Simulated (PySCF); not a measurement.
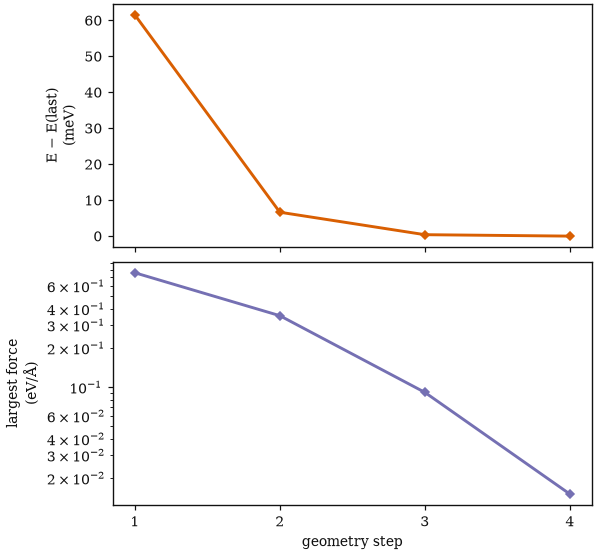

History of a geometry optimisation.

System: CdMeI (SMILES [CH3][Cd][I]).
Method: PBE0-D3(BJ)/def2-SVP, geometry optimisation in PySCF.

**How did it end, and what did it gain?**

The optimisation met its thresholds at geometry 4, counting the start as the first. The energy fell by about 62 meV from the first step to the last. The largest force goes from about 0.76 eV/Å at the start to 0.015 eV/Å at the end.
